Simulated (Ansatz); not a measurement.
**CH₇AlSn: a spread of methods and bases**

How do the results and run time of CH₇AlSn respond when the settings are drawn wide?

Method: the settings change from run to run; program: Ansatz 0.2.0, Gaussian basis.

### Step 1. The geometry

An earlier PBE0-D4 in a triple-zeta def2 set relaxation fixed the geometry. Sn takes a core potential in def2 sets; no spin-orbit term is included.

SMILES `[CH3][AlH][SnH3]`, 10 atoms, charge 0, spin multiplicity 1.

Atoms are counted from 1 here; the program's logs count them from 0.

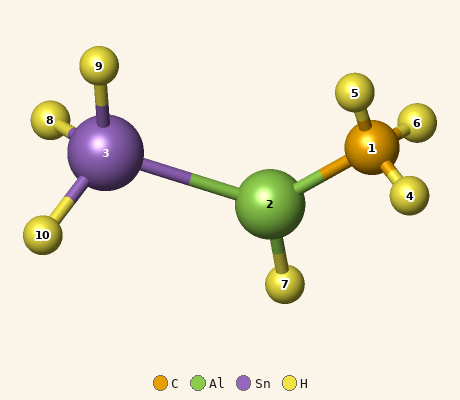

The geometry (carbon amber, aluminium green, tin purple, hydrogen yellow); atoms are numbered from 1 in the order of the file.

Geometry (Å):

| atom | x (Å) | y (Å) | z (Å) |
| --- | --- | --- | --- |
| C1 | -1.36073 | 1.23180 | -0.83964 |
| Al2 | 0.20707 | 0.07280 | -0.90978 |
| Sn3 | 1.14414 | -1.17259 | 1.24857 |
| H4 | -1.09228 | 2.24738 | -1.15187 |
| H5 | -1.81735 | 1.29173 | 0.14996 |
| H6 | -2.12209 | 0.88477 | -1.54692 |
| H7 | 0.96112 | -0.14053 | -2.29534 |
| H8 | 1.17278 | -2.87642 | 1.06327 |
| H9 | 0.23363 | -0.86728 | 2.66817 |
| H10 | 2.75682 | -0.72287 | 1.61650 |

### Step 2. wPBEh/ANO-RCC-VTZP

Options: multiplicity 3, restricted open-shell orbitals, finite nuclei, a point charge of 1.00 e beside it.

Input file in.yaml:

```yaml
crystal:
  periodic: [false, false, false]
  atoms:
    - {symbol: C, position_ang: [-1.360727, 1.231796, -0.839643]}
    - {symbol: Al, position_ang: [0.207067, 0.072799, -0.909783]}
    - {symbol: Sn, position_ang: [1.144142, -1.172592, 1.248567]}
    - {symbol: H, position_ang: [-1.092284, 2.247382, -1.151871]}
    - {symbol: H, position_ang: [-1.817350, 1.291730, 0.149958]}
    - {symbol: H, position_ang: [-2.122091, 0.884769, -1.546920]}
    - {symbol: H, position_ang: [0.961115, -0.140527, -2.295340]}
    - {symbol: H, position_ang: [1.172777, -2.876417, 1.063269]}
    - {symbol: H, position_ang: [0.233629, -0.867276, 2.668165]}
    - {symbol: H, position_ang: [2.756822, -0.722866, 1.616502]}
basis:
  gaussian: {orbitals: ANO-RCC-VTZP, nuclear_model: gaussian, point_charges: [{charge: 1.00, position_ang: [5.629, 0.801, -0.310]}]}
magnetization: {spin_polarized: false, initial_magnetization: 2}
hamiltonian: {xc: {name: wPBEh}}
```

Command:

```
$ ansatz run in.yaml --threads 2 --pin off --events-out ev --progress --plain --max-ram 4352MiB
```

Standard output:

```text
Functional definition: wPBEh
  name "wPBEh"
  cite "Heyd, Scuseria & Ernzerhof, J. Chem. Phys. 118, 8207 (2003) doi:10.1063/1.1564060"
  cite "Krukau, Vydrov, Izmaylov & Scuseria, J. Chem. Phys. 125, 224106 (2006) doi:10.1063/1.2404663"
  cite "Heyd & Scuseria, J. Chem. Phys. 120, 7274 (2004) doi:10.1063/1.1668634"
  cite "Ernzerhof & Perdew, J. Chem. Phys. 109, 3313 (1998) doi:10.1063/1.476928"
  cite "Perdew, Burke & Ernzerhof, Phys. Rev. Lett. 77, 3865 (1996) doi:10.1103/PhysRevLett.77.3865"
  parent pbe
  parameter a = 0.25
  parameter omega = 0.11/bohr
  exchange = wpbe_x - a*pbe_x_sr(omega) + a*exact_x_sr(omega)
  correlation = pbe_c
1827 factors; their error is unknown
128 factors; integrals over basis functions are off by at most 1.3e-6 eV
mean field evaluation 1: about -175801.8397 eV, gradient 5.5e1 eV
mean field evaluation 2: about -175784.9713 eV, gradient 7.8e1 eV
mean field evaluation 4: about -175808.9950 eV, gradient 6.4e0 eV
mean field evaluation 8: about -175809.0998 eV, gradient 1.2e-1 eV
mean field evaluation 16: about -175809.2605 eV, gradient 3.6e-4 eV
mean field evaluation 32: about -175802.2251 eV, gradient 3.9e1 eV
mean field -175809.26053399 eV, -6460.8711568273 hartree, gradient 4.4e-5 eV, S^2 2.000000; 3 other end points of the search recorded, 0 dependent functions left out
reference -175809.26063739 eV, -6460.8711606270 hartree; 39, 37 occupied and 191, 193 virtual orbitals, 1827 factors
Total energy: -175809.26063739 eV, -6460.8711606270 hartree
Relativity: scalar
```

It took 42 s on 2 threads of Arm Neoverse V2, shared host; peak memory 1.2 GiB.

### Step 3. wPBEh/def2-TZVP

Set apart from the defaults: unrestricted orbitals, finite nuclei, the search for lower states set to off.

Changes to in.yaml since step 2:

```diff
@@ -14,4 +14,6 @@
 basis:
-  gaussian: {orbitals: ANO-RCC-VTZP, nuclear_model: gaussian, point_charges: [{charge: 1.00, position_ang: [5.629, 0.801, -0.310]}]}
-magnetization: {spin_polarized: false, initial_magnetization: 2}
+  gaussian: {orbitals: def2-TZVP, nuclear_model: gaussian}
+magnetization: {spin_polarized: true, initial_magnetization: 0}
 hamiltonian: {xc: {name: wPBEh}}
+scf: {lower_state_search: off}
+output: {forces: true}
```

Same command.

Standard output, cut to the lines that bear on the results:

```text
Functional definition: wPBEh
  name "wPBEh"
  cite "Heyd, Scuseria & Ernzerhof, J. Chem. Phys. 118, 8207 (2003) doi:10.1063/1.1564060"
  cite "Krukau, Vydrov, Izmaylov & Scuseria, J. Chem. Phys. 125, 224106 (2006) doi:10.1063/1.2404663"
  cite "Heyd & Scuseria, J. Chem. Phys. 120, 7274 (2004) doi:10.1063/1.1668634"
  cite "Ernzerhof & Perdew, J. Chem. Phys. 109, 3313 (1998) doi:10.1063/1.476928"
  cite "Perdew, Burke & Ernzerhof, Phys. Rev. Lett. 77, 3865 (1996) doi:10.1103/PhysRevLett.77.3865"
  parent pbe
[...]
1228 factors; their error is unknown
100 factors; integrals over basis functions are off by at most 5.9e-7 eV
[...]
mean field -13575.75306505 eV, -498.8997231646 hartree, gradient 3.8e-6 eV, S^2 0.000000; 0 other end points of the search recorded, 0 dependent functions left out
[...]
Atom 1 at     0.207067     0.072799    -0.909783 Å, force    -0.001594     0.008032    -0.027202 eV/Å
Atom 2 at     1.144142    -1.172592     1.248567 Å, force     0.002862    -0.001516    -0.002660 eV/Å
Atom 3 at    -1.092284     2.247382    -1.151871 Å, force    -0.003678    -0.007096     0.002507 eV/Å
Atom 4 at    -1.817350     1.291730     0.149958 Å, force     0.000955     0.002339    -0.011011 eV/Å
Atom 5 at    -2.122091     0.884769    -1.546920 Å, force     0.004703     0.003762     0.005752 eV/Å
Atom 6 at     0.961115    -0.140527    -2.295340 Å, force    -0.002834     0.001456     0.002643 eV/Å
Atom 7 at     1.172777    -2.876417     1.063269 Å, force     0.002798    -0.026132     0.001759 eV/Å
Atom 8 at     0.233629    -0.867276     2.668165 Å, force    -0.009947     0.001129     0.024096 eV/Å
Atom 9 at     2.756822    -0.722866     1.616502 Å, force     0.024441     0.003211     0.009332 eV/Å
Dipole moment:    -0.208957     0.198089    -0.166801 e Å
Checks for a lower state left out: stability, starts, cluster_reference, orbital_swaps, neighbouring_geometries, increment
```

It took 4.4 s on 2 threads of Arm Neoverse V2, shared host.

Largest force 0.028 eV/Å, dipole 1.60 D, ⟨S²⟩ 0.000.

### Step 4. HSE06/def2-TZVP

This run has a grid of angular degree 23, relativity set to none.

Changes to in.yaml since step 3:

```diff
@@ -14,6 +14,4 @@
 basis:
-  gaussian: {orbitals: def2-TZVP, nuclear_model: gaussian}
-magnetization: {spin_polarized: true, initial_magnetization: 0}
-hamiltonian: {xc: {name: wPBEh}}
-scf: {lower_state_search: off}
+  gaussian: {orbitals: def2-TZVP, final_grid: {core_spheres: 8, valence_spheres: 7, degree: 23}}
+hamiltonian: {xc: {name: HSE06}, pseudopotentials: {relativity: none}}
 output: {forces: true}
```

Launched as before.

Standard output, cut to the lines that bear on the results:

```text
Functional definition: HSE06
  name "HSE06"
  cite "Heyd, Scuseria & Ernzerhof, J. Chem. Phys. 118, 8207 (2003) doi:10.1063/1.1564060"
  cite "Krukau, Vydrov, Izmaylov & Scuseria, J. Chem. Phys. 125, 224106 (2006) doi:10.1063/1.2404663"
  cite "Heyd & Scuseria, J. Chem. Phys. 120, 7274 (2004) doi:10.1063/1.1668634"
  cite "Ernzerhof & Perdew, J. Chem. Phys. 109, 3313 (1998) doi:10.1063/1.476928"
  cite "Perdew, Burke & Ernzerhof, Phys. Rev. Lett. 77, 3865 (1996) doi:10.1103/PhysRevLett.77.3865"
  parent pbe
[...]
  # The whole range is PBE's own exchange, as in plane waves. The composition of these papers is wPBEh.
[...]
1228 factors; their error is unknown
100 factors; integrals over basis functions are off by at most 5.9e-7 eV
[...]
Atom 0 at    -1.360727     1.231796    -0.839643 Å, force    -0.011751     0.009798    -0.003098 eV/Å
Atom 1 at     0.207067     0.072799    -0.909783 Å, force     0.001735     0.000967    -0.005703 eV/Å
Atom 2 at     1.144142    -1.172592     1.248567 Å, force     0.008295    -0.009068     0.009526 eV/Å
Atom 3 at    -1.092284     2.247382    -1.151871 Å, force     0.000241     0.005087    -0.002428 eV/Å
Atom 4 at    -1.817350     1.291730     0.149958 Å, force    -0.003423     0.002227     0.001651 eV/Å
Atom 5 at    -2.122091     0.884769    -1.546920 Å, force    -0.004276    -0.001237    -0.003286 eV/Å
Atom 6 at     0.961115    -0.140527    -2.295340 Å, force     0.003207     0.000044    -0.009060 eV/Å
Atom 7 at     1.172777    -2.876417     1.063269 Å, force     0.001367    -0.005716     0.002233 eV/Å
Atom 8 at     0.233629    -0.867276     2.668165 Å, force    -0.000657    -0.001422     0.006808 eV/Å
Atom 9 at     2.756822    -0.722866     1.616502 Å, force     0.005262    -0.000680     0.003357 eV/Å
Dipole moment:    -0.208770     0.197787    -0.166138 e Å
```

It took 2.9 s on 2 threads of Arm Neoverse V2, shared host.

Largest force 0.016 eV/Å, dipole 1.60 D.

### Step 5. BCCD(T)/def2-mTZVPP

Set apart from the defaults: correlated electrons set to all, 1 DIIS vectors.

Changes to in.yaml since step 4:

```diff
@@ -14,4 +14,4 @@
 basis:
-  gaussian: {orbitals: def2-TZVP, final_grid: {core_spheres: 8, valence_spheres: 7, degree: 23}}
-hamiltonian: {xc: {name: HSE06}, pseudopotentials: {relativity: none}}
-output: {forces: true}
+  gaussian: {orbitals: def2-mTZVPP}
+hamiltonian: {xc: {name: HF}}
+correlation: {method: bccd_t, electrons: all, diis_vectors: 1}
```

Same command.

Standard output, cut to the lines that bear on the results:

```text
Functional definition: HF
  name "HF"
  cite "Fock, Z. Phys. 61, 126 (1930) doi:10.1007/BF01340294"
  parent pbe
[...]
1136 factors; integrals over basis functions are off by at most 1.0e-3 eV
[...]
mean field -13529.55860972 eV, -497.2021082428 hartree, gradient 1.4e-6 eV, S^2 0.000000; 0 other end points of the search recorded, 0 dependent functions left out
reference -13529.55860972 eV, -497.2021082428 hartree; 24, 24 occupied and 88, 88 virtual orbitals, 1136 factors
second order -13.51822878 eV of doubles, -0.00000000 eV of singles
cycle   1  -14.33397796 eV  change   -8.2e-1 eV  update   8.8e-2
[...]
cycle  11  -14.80968113 eV  change    3.8e-5 eV  update   4.1e-5
perturbative correction -0.41667827 eV, -0.0153126442 hartree
Total energy: -13544.78496912 eV, -497.7616666302 hartree
```

Wall time 46 s (2 threads of Arm Neoverse V2, shared host); peak memory 0.94 GiB.

### Step 6. PBE/def2-TZVPP

Set apart from the defaults: the search for lower states set to light.

Changes to in.yaml since step 5:

```diff
@@ -14,4 +14,5 @@
 basis:
-  gaussian: {orbitals: def2-mTZVPP}
-hamiltonian: {xc: {name: HF}}
-correlation: {method: bccd_t, electrons: all, diis_vectors: 1}
+  gaussian: {orbitals: def2-TZVPP}
+hamiltonian: {xc: {name: PBE}}
+scf: {lower_state_search: light}
+output: {forces: true}
```

Launched as before.

Standard output, cut to the lines that bear on the results:

```text
Functional definition: PBE
  name "PBE"
  cite "Perdew, Burke & Ernzerhof, Phys. Rev. Lett. 77, 3865 (1996) doi:10.1103/PhysRevLett.77.3865"
  parent pbe
[...]
1250 factors; their error is unknown
[...]
mean field -13574.00082176 eV, -498.8353294115 hartree, gradient 2.6e-5 eV, S^2 0.000000; 0 other end points of the search recorded, 0 dependent functions left out
[...]
reference -13574.00088317 eV, -498.8353316684 hartree; 24, 24 occupied and 197, 197 virtual orbitals, 1250 factors
Total energy: -13574.00088317 eV, -498.8353316684 hartree
Atom 0 at    -1.360727     1.231796    -0.839643 Å, force     0.039980    -0.036308     0.016368 eV/Å
Atom 1 at     0.207067     0.072799    -0.909783 Å, force     0.051772    -0.046181     0.028091 eV/Å
Atom 2 at     1.144142    -1.172592     1.248567 Å, force    -0.054998     0.068550    -0.110808 eV/Å
Atom 3 at    -1.092284     2.247382    -1.151871 Å, force     0.045510     0.191748    -0.062130 eV/Å
Atom 4 at    -1.817350     1.291730     0.149958 Å, force    -0.090802     0.016845     0.180759 eV/Å
Atom 5 at    -2.122091     0.884769    -1.546920 Å, force    -0.144498    -0.059880    -0.135281 eV/Å
Atom 6 at     0.961115    -0.140527    -2.295340 Å, force     0.057975    -0.015438    -0.109892 eV/Å
Atom 7 at     1.172777    -2.876417     1.063269 Å, force     0.012460    -0.171786    -0.004937 eV/Å
Atom 8 at     0.233629    -0.867276     2.668165 Å, force    -0.079894     0.020250     0.150343 eV/Å
Atom 9 at     2.756822    -0.722866     1.616502 Å, force     0.162496     0.032201     0.047487 eV/Å
Dipole moment:    -0.213577     0.200697    -0.162855 e Å
```

Run time: 3.2 s. Hardware: 2 threads of Arm Neoverse V2, shared host.

Largest force 0.207 eV/Å, dipole 1.61 D.

### Step 7. HSE06/def2-TZVPP

Options: atoms shaken by 0.03 Å, D3(BJ) with three-body dispersion.

Input file in.yaml:

```yaml
crystal:
  periodic: [false, false, false]
  atoms:
    - {symbol: C, position_ang: [-1.337309, 1.299487, -0.787712]}
    - {symbol: Al, position_ang: [0.180672, 0.088273, -0.877728]}
    - {symbol: Sn, position_ang: [1.165228, -1.160777, 1.276514]}
    - {symbol: H, position_ang: [-1.136124, 2.232613, -1.120496]}
    - {symbol: H, position_ang: [-1.826086, 1.234120, 0.145026]}
    - {symbol: H, position_ang: [-2.118630, 0.927289, -1.538283]}
    - {symbol: H, position_ang: [0.891646, -0.177584, -2.304351]}
    - {symbol: H, position_ang: [1.163090, -2.879133, 1.033625]}
    - {symbol: H, position_ang: [0.236809, -0.811272, 2.716884]}
    - {symbol: H, position_ang: [2.706683, -0.676854, 1.597769]}
basis:
  gaussian: {orbitals: def2-TZVPP}
hamiltonian: {xc: {name: HSE06}, dispersion: d3bjatm}
output: {forces: true}
```

Launched as before.

Standard output, cut to the lines that bear on the results:

```text
Functional definition: HSE06
  name "HSE06"
  cite "Heyd, Scuseria & Ernzerhof, J. Chem. Phys. 118, 8207 (2003) doi:10.1063/1.1564060"
  cite "Krukau, Vydrov, Izmaylov & Scuseria, J. Chem. Phys. 125, 224106 (2006) doi:10.1063/1.2404663"
  cite "Heyd & Scuseria, J. Chem. Phys. 120, 7274 (2004) doi:10.1063/1.1668634"
  cite "Ernzerhof & Perdew, J. Chem. Phys. 109, 3313 (1998) doi:10.1063/1.476928"
  cite "Perdew, Burke & Ernzerhof, Phys. Rev. Lett. 77, 3865 (1996) doi:10.1103/PhysRevLett.77.3865"
  parent pbe
[...]
  # The whole range is PBE's own exchange, as in plane waves. The composition of these papers is wPBEh.
[...]
1354 factors; their error is unknown
132 factors; integrals over basis functions are off by at most 6.0e-7 eV
[...]
Atom 0 at    -1.337309     1.299487    -0.787712 Å, force    -1.311351    -3.874902    -1.247219 eV/Å
Atom 1 at     0.180672     0.088273    -0.877728 Å, force     0.270594    -0.110289    -0.281107 eV/Å
Atom 2 at     1.165228    -1.160777     1.276514 Å, force    -1.258659    -0.302548    -0.069255 eV/Å
Atom 3 at    -1.136124     2.232613    -1.120496 Å, force     0.710800     3.288700    -0.661484 eV/Å
Atom 4 at    -1.826086     1.234120     0.145026 Å, force    -0.473933     0.414536     1.234336 eV/Å
Atom 5 at    -2.118630     0.927289    -1.538283 Å, force     0.948321     0.218597     0.760499 eV/Å
Atom 6 at     0.891646    -0.177584    -2.304351 Å, force    -0.108859     0.039968     0.254994 eV/Å
Atom 7 at     1.163090    -2.879133     1.033625 Å, force     0.035868     0.283436     0.134452 eV/Å
Atom 8 at     0.236809    -0.811272     2.716884 Å, force     0.233259    -0.166016    -0.341354 eV/Å
Atom 9 at     2.706683    -0.676854     1.597769 Å, force     0.953960     0.208519     0.216138 eV/Å
Dipole moment:    -0.174520     0.186529    -0.125821 e Å
```

Wall time 6 s (2 threads of Arm Neoverse V2, shared host); peak memory 0.57 GiB.

Largest force 4.277 eV/Å, dipole 1.37 D.

### Step 8. HSE06/def2-mTZVPP

Set apart from the defaults: charge +1, multiplicity 2, restricted open-shell orbitals.

Input file in.yaml:

```yaml
crystal:
  periodic: [false, false, false]
  atoms:
    - {symbol: C, position_ang: [-1.360727, 1.231796, -0.839643]}
    - {symbol: Al, position_ang: [0.207067, 0.072799, -0.909783]}
    - {symbol: Sn, position_ang: [1.144142, -1.172592, 1.248567]}
    - {symbol: H, position_ang: [-1.092284, 2.247382, -1.151871]}
    - {symbol: H, position_ang: [-1.817350, 1.291730, 0.149958]}
    - {symbol: H, position_ang: [-2.122091, 0.884769, -1.546920]}
    - {symbol: H, position_ang: [0.961115, -0.140527, -2.295340]}
    - {symbol: H, position_ang: [1.172777, -2.876417, 1.063269]}
    - {symbol: H, position_ang: [0.233629, -0.867276, 2.668165]}
    - {symbol: H, position_ang: [2.756822, -0.722866, 1.616502]}
basis:
  gaussian: {orbitals: def2-mTZVPP}
total_charge: 1
magnetization: {spin_polarized: false, initial_magnetization: 1}
hamiltonian: {xc: {name: HSE06}}
```

Same command.

Standard output, cut to the lines that bear on the results:

```text
Functional definition: HSE06
  name "HSE06"
  cite "Heyd, Scuseria & Ernzerhof, J. Chem. Phys. 118, 8207 (2003) doi:10.1063/1.1564060"
  cite "Krukau, Vydrov, Izmaylov & Scuseria, J. Chem. Phys. 125, 224106 (2006) doi:10.1063/1.2404663"
  cite "Heyd & Scuseria, J. Chem. Phys. 120, 7274 (2004) doi:10.1063/1.1668634"
  cite "Ernzerhof & Perdew, J. Chem. Phys. 109, 3313 (1998) doi:10.1063/1.476928"
  cite "Perdew, Burke & Ernzerhof, Phys. Rev. Lett. 77, 3865 (1996) doi:10.1103/PhysRevLett.77.3865"
  parent pbe
[...]
  # The whole range is PBE's own exchange, as in plane waves. The composition of these papers is wPBEh.
[...]
1136 factors; integrals over basis functions are off by at most 1.0e-3 eV
99 factors; integrals over basis functions are off by at most 5.0e-7 eV
[...]
mean field -13565.58291086 eV, -498.5259768917 hartree, gradient 2.0e-5 eV, S^2 0.750000; 4 other end points of the search recorded, 0 dependent functions left out
reference -13565.58297149 eV, -498.5259791198 hartree; 24, 23 occupied and 88, 89 virtual orbitals, 1136 factors
Total energy: -13565.58297149 eV, -498.5259791198 hartree
```

It took 6.5 s on 2 threads of Arm Neoverse V2, shared host.

### Step 9. All runs side by side

| level | charge | multiplicity | geometry | functions | energy (eV) | time |
| --- | --- | --- | --- | --- | --- | --- |
| wPBEh/ANO-RCC-VTZP | 0 | 3 | relaxed, point charge | 230 | -175809.261 | 42 s |
| wPBEh/def2-TZVP | 0 | 1 | relaxed | 160 | -13575.753 | 4.4 s |
| HSE06/def2-TZVP | 0 | 1 | relaxed | 160 | -13574.958 | 2.9 s |
| BCCD(T)/def2-mTZVPP | 0 | 1 | relaxed | 112 | -13544.785 | 46 s |
| PBE/def2-TZVPP | 0 | 1 | relaxed | 221 | -13574.001 | 3.2 s |
| HSE06/def2-TZVPP | 0 | 1 | shaken | 221 | -13574.857 | 6 s |
| HSE06/def2-mTZVPP | 1 | 2 | relaxed | 112 | -13565.583 | 6.5 s |

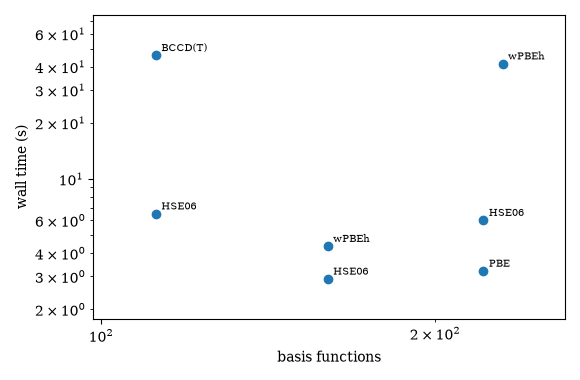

Wall time against the number of basis functions (shared host).

### Step 10. Summary of results

```
                                         quantity                      value
                                             runs                          7
                                         quickest     HSE06/def2-TZVP, 2.9 s
                                          slowest  BCCD(T)/def2-mTZVPP, 46 s
spread of total energies, same state and geometry                    31.0 eV
                  dipole, same state and geometry             1.60 to 1.61 D
```

BCCD(T)/def2-mTZVPP took 16 times as long as HSE06/def2-TZVP. The jobs differ in tasks and options as well as level. The totals spread over 31 eV; they can't be compared across methods or bases. At the PBE0-D4/def2-TZVP geometry and in the same state, runs without warnings or point charges leave forces up to 0.21 eV/Å (PBE/def2-TZVPP), against 4.3 eV/Å where the atoms were moved. At that geometry and state the dipole changes by 1 % between the lowest and highest value.
